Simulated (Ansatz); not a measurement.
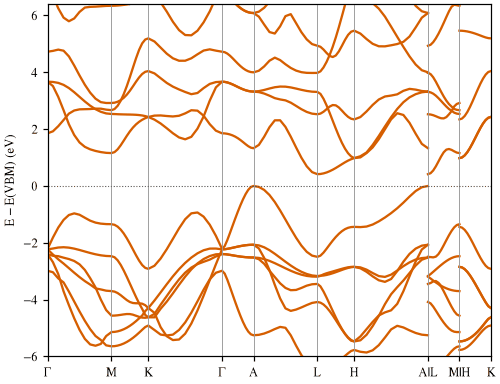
*Band structure from r²SCAN+D4 in the plane-wave PAW code Ansatz*

Read off the gap and where the band edges lie.

About 0.4 eV (0.42 eV by a search for the band edges); maximum at A, minimum at L.

The material is MgSnS$_{2}$ in space group P-3m1 (No. 164; S on 2d, Sn on 1a, Mg on 1b).

A made-up cell: these elements were put on the sites of a structure type; neither database checked (COD, Materials Project) lists it. Its standing as an ambient phase is unchecked. Symmetry was held in the r²SCAN+D4 relaxation; whether a distortion lowers the energy is not shown. Scalar-relativistic: spin–orbit coupling is off unless named, which matters more the heavier the elements.

Potentials: the later of the program's two PAW sets.
